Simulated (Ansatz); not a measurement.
**One shape, several levels: CH2NSi (SMILES N#C[SiH2])**

Aim: a comparison of 6 runs (U-revPBE/STO-3G, UBHLYP/STO-3G, UCAM-B3LYP/STO-3G, UPBE/STO-3G, UPBE0/STO-3G, UCCSDT/STO-3G) of CH2NSi. 

The calculation is run with Ansatz 0.2.0.

74 further runs of the same task are left out: 5 that didn't finish, 69 set aside as unsound or not needed.

### Step 1. The molecule

CH2NSi has 5 atoms, charge 0, and is taken as a doublet. As SMILES, `N#C[SiH2]`. The C2–N1 distance was set to 1.443 Å, away from the relaxed value.

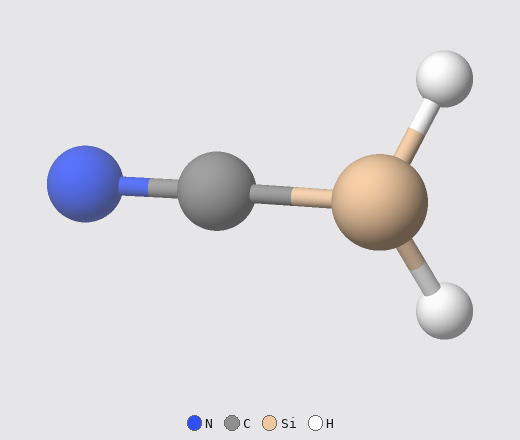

The structure, seen from a chosen angle (nitrogen blue, carbon grey, silicon light orange, hydrogen white).

### Step 2. A single-point energy at U-revPBE/STO-3G (run 1)

File input.yaml:

```yaml
crystal:
  periodic: [false, false, false]
  atoms:
    - {symbol: N, position_ang: [1.160762, -1.367684, 1.789377]}
    - {symbol: C, position_ang: [0.565900, -0.625200, 0.703900]}
    - {symbol: Si, position_ang: [-0.092000, 0.267800, -0.751900]}
    - {symbol: H, position_ang: [-1.455400, -0.223000, -1.053700]}
    - {symbol: H, position_ang: [-0.010400, 1.726000, -0.511800]}
basis:
  gaussian:
    orbitals: STO-3G
total_charge: 0
magnetization:
  spin_polarized: true
  initial_magnetization: 1
hamiltonian:
  xc: {name: revPBE}
accuracy: high
```

On the command line:

```
$ ansatz run input.yaml --threads 1 --pin off --max-ram 2610MiB --events-out events.jsonl --progress --plain --runs-dir runs
```

Output:

```text
Warning: RAYON_NUM_THREADS=1 ignored (pool sized by the plan → 1); use --threads N
Functional definition: revPBE
  name "revPBE"
  parameter kappa = 1.245
  parameter beta = 0.06672455060314922
  exchange = pbe_x(kappa = kappa, mu = beta*pi^2/3)
  correlation = pbe_c(beta = beta)
371 factors; integrals over basis functions are off by at most 1.7e-8 eV
mean field evaluation 1: about -10301.5972 eV, gradient 2.9e1 eV
mean field evaluation 2: about -10208.4674 eV, gradient 9.8e1 eV
mean field evaluation 4: about -10306.0412 eV, gradient 1.1e1 eV
mean field evaluation 8: about -10307.4540 eV, gradient 7.0e-2 eV
mean field evaluation 16: about -10307.3415 eV, gradient 3.0e-4 eV
mean field -10307.34153753 eV, -378.7878149372 hartree, gradient 8.5e-8 eV, S^2 0.790762; 2 other end points of the search recorded, 0 dependent functions left out
reference -10307.34153967 eV, -378.7878150160 hartree; 15, 14 occupied and 6, 7 virtual orbitals, 371 factors
Total energy: -10307.34153967 eV, -378.7878150160 hartree
```

Run time: 2.1 s. Hardware: 1 thread of Arm Neoverse V1, shared host; peak memory 0.13 GiB.

### Step 3. The energy at UBHLYP/STO-3G (run 2)

File molecule.yaml:

```yaml
crystal:
  periodic: [false, false, false]
  atoms:
    - {symbol: "N", position_ang: [1.160762, -1.367684, 1.789377]}
    - {symbol: C, position_ang: [0.565900, -0.625200, 0.703900]}
    - {symbol: Si, position_ang: [-0.092000, 0.267800, -0.751900]}
    - {symbol: H, position_ang: [-1.455400, -0.223000, -1.053700]}
    - {symbol: H, position_ang: [-0.010400, 1.726000, -0.511800]}
basis:
  gaussian:
    orbitals: STO-3G
magnetization:
  spin_polarized: true
  initial_magnetization: 1
hamiltonian:
  xc: {name: BHLYP}
accuracy: high
```

On the command line:

```
$ ansatz run molecule.yaml --threads 1 --pin off --max-ram 2610MiB --events-out events.jsonl --progress --plain --runs-dir runs
```

Output:

```text
Warning: RAYON_NUM_THREADS=1 ignored (pool sized by the plan → 1); use --threads N
Functional definition: BHLYP
  name "BHLYP"
  parameter a = 0.5
  exchange = (1 - a)*b88_x + a*exact_x
  correlation = lyp_c
371 factors; integrals over basis functions are off by at most 1.7e-8 eV
mean field evaluation 1: about -10300.2709 eV, gradient 3.0e1 eV
mean field evaluation 2: about -10268.1916 eV, gradient 7.4e1 eV
mean field evaluation 4: about -10306.7291 eV, gradient 2.4e0 eV
mean field evaluation 8: about -10307.1008 eV, gradient 1.0e0 eV
mean field evaluation 16: about -10307.2653 eV, gradient 1.5e-1 eV
mean field evaluation 32: about -10306.6523 eV, gradient 3.8e-2 eV
mean field evaluation 64: about -10296.1781 eV, gradient 1.7e1 eV
mean field -10307.26563394 eV, -378.7850255317 hartree, gradient 6.2e-8 eV, S^2 1.462534; 5 other end points of the search recorded, 0 dependent functions left out
reference -10307.26565228 eV, -378.7850262058 hartree; 15, 14 occupied and 6, 7 virtual orbitals, 371 factors
Total energy: -10307.26565228 eV, -378.7850262058 hartree
```

Run time: 4.8 s. Hardware: 1 thread of Arm Neoverse V1, shared host; peak memory 0.13 GiB.

Runs 3 to 5 aren't shown in full; the table further down has their settings and results.

### Step 4. The energy at UCCSDT/STO-3G (run 6)

File job.yaml:

```yaml
crystal:
  periodic: [false, false, false]
  atoms:
    - {symbol: N, position_ang: [1.160762, -1.367684, 1.789377]}
    - {symbol: C, position_ang: [0.565900, -0.625200, 0.703900]}
    - {symbol: Si, position_ang: [-0.092000, 0.267800, -0.751900]}
    - {symbol: H, position_ang: [-1.455400, -0.223000, -1.053700]}
    - {symbol: H, position_ang: [-0.010400, 1.726000, -0.511800]}
basis:
  gaussian:
    orbitals: STO-3G
magnetization:
  spin_polarized: true
  initial_magnetization: 1
correlation:
  method: ccsdt
  frozen_orbitals: {C: 1, H: 0, "N": 1, Si: 5}
accuracy: high
scf:
  omitted_lower_state_checks: [cluster_reference, increment]
```

On the command line:

```
$ ansatz run job.yaml --threads 1 --pin off --max-ram 2610MiB --events-out events.jsonl --progress --plain --runs-dir runs
```

Output:

```text
Warning: RAYON_NUM_THREADS=1 ignored (pool sized by the plan → 1); use --threads N
[... 14 lines left out ...]
7 core orbitals not correlated: weight in the atoms' cores, before any rotation towards them, 1.000 or more for the frozen orbitals, at most 0.000 for the correlated occupied ones
[... 51 lines left out ...]
Total energy: -10285.65728821 eV, -377.9909334729 hartree
Checks for a lower state left out: cluster_reference, increment
```

Wall time 1.9 s (1 thread of Arm Neoverse V1, shared host).

### Step 5. All runs side by side

| run | level | frozen core orbitals | energy (Eh) | ⟨S²⟩ | wall time |
| --- | --- | --- | --- | --- | --- |
| 1 | U-revPBE/STO-3G | – | -378.787815 | 0.791 | 2.1 s |
| 2 | UBHLYP/STO-3G | – | -378.785026 | 1.463 | 4.8 s |
| 3 | UCAM-B3LYP/STO-3G | – | -378.757368 | 1.104 | 2.7 s |
| 4 | UPBE/STO-3G | – | -378.585283 | 0.786 | 2 s |
| 5 | UPBE0/STO-3G | – | -378.621137 | 1.055 | 2.5 s |
| 6 | UCCSDT/STO-3G | 7 | -377.990933 | 2.144 | 1.9 s |

### Step 6. Outcome

| quantity | value |
| --- | --- |
| run 6: total energy | -377.99093 Eh |
| run 6: correlation energy (7 core orbitals frozen) | -176.8 mEh |
| run 6: ⟨S²⟩ of the reference determinant | 2.144 |
| run 6: T1 diagnostic | 0.099 |

**Reading.** Totals of different functionals can't be ranked against each other. In runs 1, 2, 3, 4, 5, 6 the basis is minimal, so the values are rough. Spin contamination of the reference: run 6 ⟨S²⟩ = 2.14, run 2 ⟨S²⟩ = 1.46, run 3 ⟨S²⟩ = 1.10, run 5 ⟨S²⟩ = 1.06. Where it is this large, the reference is a mixture of spin states, and values that rest on it are in doubt. All runs together took 16 s, the longest 4.8 s.
